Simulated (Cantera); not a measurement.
A closed system holds: 1 mol CH3F, a varied amount of H2, 1.5 mol F2, held at 2223 K and 100 Torr.

These are equilibrium values from Cantera (NASA tables, ideal gas, pure condensed phases), not measurements of a reactor. Candidate condensed phases: C, C6H6, C7H8, C8H18; 95 gas species. Gases not in the tables: C2F6 and larger saturated fluorocarbons. The numbers say what is thermodynamically allowed, not how fast it happens.

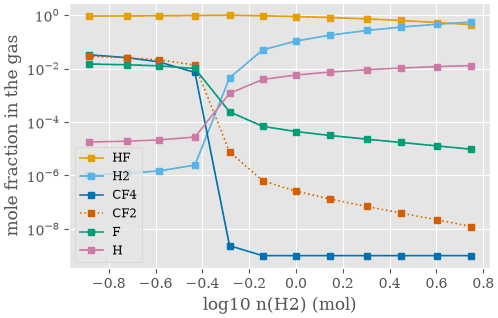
Fig. 1. Equilibrium gas composition (values under 1e-9 drawn at 1e-9)

From 0.13 mol H2 to 5.6 mol H2 the condensed part is C(graphite). The main C-bearing gas is CF4 at 0.13 mol H2 and C2H2 (acetylene) at 5.6 mol H2. The share of C in condensed phases is highest at 0.52 mol H2 (100.0 %) and lowest at 0.13 mol H2 (77.5 %).
